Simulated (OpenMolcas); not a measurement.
**AlSiH5O2 (SMILES O[SiH2][O][AlH2]) at 6 levels**

Aim: a comparison of 6 runs (HF/cc-pVDZ, B3LYP/6-31G*, B3LYP/cc-pVDZ, M06-2X/cc-pVDZ, PBE/cc-pVDZ, SVWN5/cc-pVDZ) of AlSiH5O2. 

The results are computed with OpenMolcas 26.06.

### 1 The molecule

AlSiH5O2 has 9 atoms, charge 0, and is taken as a singlet. SMILES: `O[SiH2][O][AlH2]`. The coordinates come from a PBE0-D4/def2-TZVP relaxation. This is one conformer, not always the lowest.

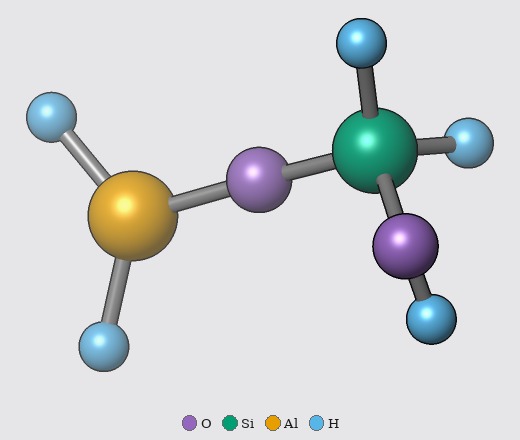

Viewed from a chosen angle; oxygen purple, silicon teal, aluminium amber, hydrogen blue.

### 2 Energy and gradient at HF/cc-pVDZ (run 1)

Input file mol.input:

```
* AlH5O2Si Hartree-Fock
&GATEWAY
BasLib=$CurrDir
Coord
9
angstrom
O       -0.795100       1.829400      -0.898200
Si       0.173000       1.196700       0.266900
O        0.250800      -0.418900       0.197700
Al       0.325700      -2.080500      -0.060600
H       -1.740800       1.705800      -0.810900
H        1.506100       1.782800       0.005000
H       -0.337300       1.564900       1.614200
H       -0.959500      -2.795700      -0.636800
H        1.665600      -2.830600       0.305400
Basis=cc-pVDZ
Group=NoSym
&SEWARD
&SCF
Thresholds=1e-10 1e-07 1e-07 1e-05
PrOrbitals=0
&ALASKA
```

The basis set cc-pVDZ is read from a file made from the Basis Set Exchange's data (not shown).

Run with:

```console
export MOLCAS_MEM=1860
pymolcas mol.input > mol.log
```

The log of the run:

```text
--- Start Module: gateway ---
[...]
--- Stop Module: gateway /rc=_RC_ALL_IS_WELL_ ---
[...]
      Basis functions           89
[...]
--- Start Module: scf ---
[...]
       Convergence after  13 Iterations
[...]
::    Total SCF energy                               -683.6196077345
[...]
      Total spin, S                                     0.0000000000
[...]
      Total electronic charge=   48.000000
      Total            charge=   -0.000000
[...]
      Dipole Moment (debye):
      Origin of the operator (angstrom)=    0.0550   -0.0073   -0.0532
                   X= -1.1000E+00               Y= -1.0121E+00               Z=  5.2819E-01           Total=  1.5853E+00
      Quadrupole Moment (debye*angstrom):
[...]
--- Stop Module: scf /rc=_RC_ALL_IS_WELL_ ---
[...]
--- Start Module: alaska ---
[...]
 *              Molecular gradients               *
 **************************************************
  Irreducible representation: a
 ------------------------------------------------------------------------------------------
                              X                       Y                       Z
 ------------------------------------------------------------------------------------------
  O1                2.50812445943298E-02   -3.78643215245589E-03    9.40100452594983E-03
  SI2              -1.12979437104288E-02   -1.43678721986191E-02   -1.30219871674768E-02
  O3                5.92784723197681E-04    5.02526732736008E-03   -6.17334366396882E-04
  AL4              -7.85534693336309E-04    1.45547990016226E-02    2.05743379227030E-03
  H5               -1.37343810140687E-02   -1.93811634102417E-03    2.23943699364010E-03
  H6                3.65557678676964E-04    1.11648347749682E-04   -9.47182286308523E-04
  H7               -2.22890412944432E-04   -6.40400354470883E-04    6.41654884626419E-04
  H8               -3.76124302200243E-04    5.37163051316458E-04   -3.72019255492351E-05
[...]
--- Stop Module: alaska /rc=_RC_ALL_IS_WELL_ ---
[...]
```

Wall time 14 s (1 thread of AMD EPYC 7R43 (Zen 3), shared host); peak memory 0.49 GiB.

### 3 Energy and forces at B3LYP/6-31G(d) (spherical functions) (run 2)

Input file mol.inp:

```
&GATEWAY
BasLib=$CurrDir
Coord
9
angstrom
O       -0.795100       1.829400      -0.898200
Si       0.173000       1.196700       0.266900
O        0.250800      -0.418900       0.197700
Al       0.325700      -2.080500      -0.060600
H       -1.740800       1.705800      -0.810900
H        1.506100       1.782800       0.005000
H       -0.337300       1.564900       1.614200
H       -0.959500      -2.795700      -0.636800
H        1.665600      -2.830600       0.305400
Basis=6-31Gs
Group=NoSym
&SEWARD
GridInput
Grid=UltraFine
End of Grid
&SCF
KSDFT=B3LYP
Thresholds=1e-10 1e-07 1e-07 1e-05
PrOrbitals=1 2
&ALASKA
```

The basis set 6-31G* is read from a file made from the Basis Set Exchange's data (not shown).

Run with:

```console
export MOLCAS_MEM=1860
pymolcas mol.inp > mol.log
```

The log of the run:

```text
--- Start Module: gateway ---
[...]
--- Stop Module: gateway /rc=_RC_ALL_IS_WELL_ ---
[...]
      Basis functions           74
[...]
--- Start Module: scf ---
[...]
       Convergence after  13 Iterations
[...]
::    Total KS-DFT energy                            -685.4949655093
[...]
      Total spin, S                                     0.0000000000
[...]
      Total electronic charge=   48.000000
      Total            charge=   -0.000000
[...]
      Dipole Moment (debye):
      Origin of the operator (angstrom)=    0.0550   -0.0073   -0.0532
                   X= -1.1912E+00               Y= -8.5398E-01               Z=  4.7447E-01           Total=  1.5406E+00
      Quadrupole Moment (debye*angstrom):
[...]
--- Stop Module: scf /rc=_RC_ALL_IS_WELL_ ---
[...]
--- Start Module: alaska ---
[...]
 *              Molecular gradients               *
 **************************************************
  Irreducible representation: a
 ------------------------------------------------------------------------------------------
                              X                       Y                       Z
 ------------------------------------------------------------------------------------------
  O1               -1.97782817641645E-03   -6.70674760295853E-03    9.73364805191501E-03
  SI2              -5.27249038099153E-03   -9.36820468131216E-03   -7.72146690781739E-03
  O3               -3.73217844612750E-04    1.96266957404312E-03   -1.85016061780363E-03
  AL4              -5.78371304911673E-04    1.16478325523008E-02    1.82774912097505E-03
  H5                8.66853857370664E-03    1.47478964171717E-03   -9.07575248133145E-04
  H6               -1.67283156096154E-04   -4.76712355723663E-04   -1.53633660374020E-04
  H7               -3.03290033126791E-04   -3.03259077125473E-04   -1.16649376779598E-03
  H8                9.03224536881186E-04    8.74703314613257E-04    4.69899480717295E-04
[...]
--- Stop Module: alaska /rc=_RC_ALL_IS_WELL_ ---
[...]
```

It took 33 s on 1 thread of AMD EPYC 7R43 (Zen 3), shared host; peak memory 0.43 GiB.

Run 3 isn't shown in full; the table further down has it.

### 4 Energy and forces at M06-2X/cc-pVDZ (run 4)

Input file geom.xyz:

```xyz
9

O     -0.795100     1.829400    -0.898200
Si     0.173000     1.196700     0.266900
O      0.250800    -0.418900     0.197700
Al     0.325700    -2.080500    -0.060600
H     -1.740800     1.705800    -0.810900
H      1.506100     1.782800     0.005000
H     -0.337300     1.564900     1.614200
H     -0.959500    -2.795700    -0.636800
H      1.665600    -2.830600     0.305400
```

Input file run.inp:

```
&GATEWAY
  BasLib = $CurrDir
  Coord = geom.xyz
  Basis = cc-pVDZ
  Group = NoSym

&SEWARD
  GridInput
  Grid=UltraFine
  End of Grid

&SCF
  KSDFT = M062X
  Thresholds = 1e-10 1e-07 1e-07 1e-05
  PrOrbitals = 1 1

&ALASKA
```

The basis set cc-pVDZ is read from a file made from the Basis Set Exchange's data (not shown).

Run with:

```console
export MOLCAS_MEM=1860
pymolcas run.inp > run.log
```

The log of the run:

```text
--- Start Module: gateway ---
[...]
--- Stop Module: gateway /rc=_RC_ALL_IS_WELL_ ---
[...]
      Basis functions           89
[...]
--- Start Module: scf ---
[...]
       Convergence after  13 Iterations
[...]
::    Total KS-DFT energy                            -685.3839286426
[...]
      Total spin, S                                     0.0000000000
[...]
      Total electronic charge=   48.000000
      Total            charge=   -0.000000
[...]
      Dipole Moment (debye):
      Origin of the operator (angstrom)=    0.0550   -0.0073   -0.0532
                   X= -1.1119E+00               Y= -8.6279E-01               Z=  4.0450E-01           Total=  1.4644E+00
      Quadrupole Moment (debye*angstrom):
[...]
--- Stop Module: scf /rc=_RC_ALL_IS_WELL_ ---
[...]
--- Start Module: alaska ---
[...]
 *              Molecular gradients               *
 **************************************************
  Irreducible representation: a
 ------------------------------------------------------------------------------------------
                              X                       Y                       Z
 ------------------------------------------------------------------------------------------
  O1                6.60830217410169E-03   -9.36429676294637E-03    1.68072298158357E-02
  SI2              -1.06472671405875E-02   -2.12032801525748E-02   -1.63107682343799E-02
  O3               -1.60770856319825E-04    1.01229588675773E-02   -1.66122229212418E-03
  AL4              -9.68916989485313E-04    2.08523234304501E-02    3.29146089932109E-03
  H5                5.96050476287857E-03    1.28853945702012E-03   -8.90721445047565E-04
  H6               -1.04643755642631E-03   -3.55021685773060E-04    2.43713464852191E-04
  H7                1.95268219633116E-04   -1.63380206023911E-04   -1.32830308349252E-03
  H8               -8.26042498510926E-04   -5.40272519367946E-04   -3.57656601011058E-04
[...]
--- Stop Module: alaska /rc=_RC_ALL_IS_WELL_ ---
[...]
```

Run time: 53 s. Hardware: 1 thread of AMD EPYC 7R43 (Zen 3), shared host; peak memory 0.49 GiB.

Run 5 isn't shown in full; the table further down has it.

### 5 Energy and gradient at SVWN5/cc-pVDZ (run 6)

Input file mol.input:

```
* AlH5O2Si Kohn-Sham DFT

&GATEWAY
  BasLib
  $CurrDir
  Coord
  9
  angstrom
  O       -0.795100       1.829400      -0.898200
  Si       0.173000       1.196700       0.266900
  O        0.250800      -0.418900       0.197700
  Al       0.325700      -2.080500      -0.060600
  H       -1.740800       1.705800      -0.810900
  H        1.506100       1.782800       0.005000
  H       -0.337300       1.564900       1.614200
  H       -0.959500      -2.795700      -0.636800
  H        1.665600      -2.830600       0.305400
  Basis
  cc-pVDZ
  Group
  NoSym

&SEWARD
  GridInput
  Grid=UltraFine
  End of Grid

&SCF
  KSDFT
  SVWN5
  Thresholds
  1e-10 1e-07 1e-07 1e-05
  PrOrbitals
  0

&ALASKA
```

The basis set cc-pVDZ is read from a file made from the Basis Set Exchange's data (not shown).

Run with:

```console
export MOLCAS_MEM=1860
pymolcas mol.input > mol.log
```

The log of the run:

```text
--- Start Module: gateway ---
[...]
--- Stop Module: gateway /rc=_RC_ALL_IS_WELL_ ---
[...]
      Basis functions           89
[...]
--- Start Module: scf ---
[...]
       Convergence after  16 Iterations
[...]
::    Total KS-DFT energy                            -682.1526238948
[...]
      Total spin, S                                     0.0000000000
[...]
      Total electronic charge=   48.000000
      Total            charge=   -0.000000
[...]
      Dipole Moment (debye):
      Origin of the operator (angstrom)=    0.0550   -0.0073   -0.0532
                   X= -1.1827E+00               Y= -6.9195E-01               Z=  3.0457E-01           Total=  1.4037E+00
      Quadrupole Moment (debye*angstrom):
[...]
--- Stop Module: scf /rc=_RC_ALL_IS_WELL_ ---
[...]
--- Start Module: alaska ---
[...]
 *              Molecular gradients               *
 **************************************************
  Irreducible representation: a
 ------------------------------------------------------------------------------------------
                              X                       Y                       Z
 ------------------------------------------------------------------------------------------
  O1               -6.57939038847477E-03   -1.02197145657374E-02    1.73069044006890E-02
  SI2              -4.28939086886970E-03   -1.88447290154681E-02   -1.02519963811858E-02
  O3               -4.29719412807561E-04    9.86028023049368E-03   -2.17212213189066E-03
  AL4              -7.97422321226371E-04    1.72215847611064E-02    2.89379252440880E-03
  H5                1.70115803943576E-02    2.79015729048399E-03   -2.18334959652949E-03
  H6               -7.57693291542783E-03   -3.27535392603995E-03    2.53580074132065E-03
  H7                2.76807441051585E-03   -1.18181078609836E-03   -8.61032817282226E-03
  H8                4.85164727422216E-03    1.77195339116976E-03    2.06826827017226E-03
[...]
--- Stop Module: alaska /rc=_RC_ALL_IS_WELL_ ---
[...]
```

It took 35 s on 1 thread of AMD EPYC 7R43 (Zen 3), shared host; peak memory 0.49 GiB.

### 6 The series

| run | level | integration grid | energy (Eh) | dipole moment (D) | HOMO energy (eV) | LUMO energy (eV) | wall time |
| --- | --- | --- | --- | --- | --- | --- | --- |
| 1 | HF/cc-pVDZ | – | -683.619608 | 1.59 | -11.54 | 1.53 | 14 s |
| 2 | B3LYP/6-31G* (spherical functions) | UltraFine | -685.494966 | 1.54 | -7.97 | -1.27 | 33 s |
| 3 | B3LYP/cc-pVDZ | UltraFine | -685.528377 | 1.42 | -7.96 | -1.34 | 50 s |
| 4 | M06-2X/cc-pVDZ | UltraFine | -685.383929 | 1.46 | -9.45 | -0.53 | 53 s |
| 5 | PBE/cc-pVDZ | UltraFine | -685.016583 | 1.37 | -6.79 | -1.91 | 47 s |
| 6 | SVWN5/cc-pVDZ | UltraFine | -682.152624 | 1.40 | -6.83 | -2.11 | 35 s |

### 7 Outcome

```
                       quantity          value
            run 6: total energy  -682.15262 Eh
           run 6: dipole moment         1.40 D
             run 6: HOMO energy       -6.83 eV
             run 6: LUMO energy       -2.11 eV
           run 6: HOMO–LUMO gap        4.72 eV
run 6: largest force on an atom     1.125 eV/Å
```

The dipole moment (its size) runs from 1.37 D (PBE/cc-pVDZ) to 1.59 D (HF/cc-pVDZ). The HOMO–LUMO gap runs from 4.72 eV (SVWN5/cc-pVDZ) to 13.06 eV (HF/cc-pVDZ). Exact exchange widens orbital gaps. Totals of different functionals can't be ranked against each other. All runs together took 3.9 min, the longest 53 s.
